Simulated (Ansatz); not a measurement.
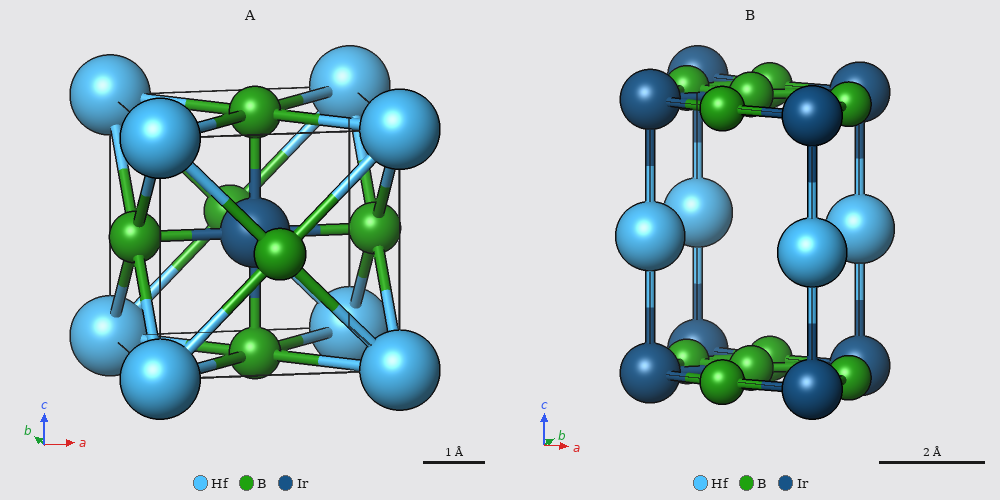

Two structures of HfB₃Ir, each relaxed to rest (conventional cells in solid outline, small ones repeated, not to one scale). Method: Ansatz, DFT PBE, scalar-relativistic, plane waves, PAW, without spin polarisation.

Question: Which two forms are compared?

Answer: A: 5 atoms a cell on a primitive cubic lattice, Pm-3m. B: 5 atoms a cell on a primitive hexagonal lattice, P-6m2.

Question: Which form lies lower?

Answer: B is lower, by 220 meV/atom at this level of theory (energies at zero smearing). Volumes: A 13.3, B 16.0 Å³/atom.

One or both may be structure types tried for this composition rather than known phases.
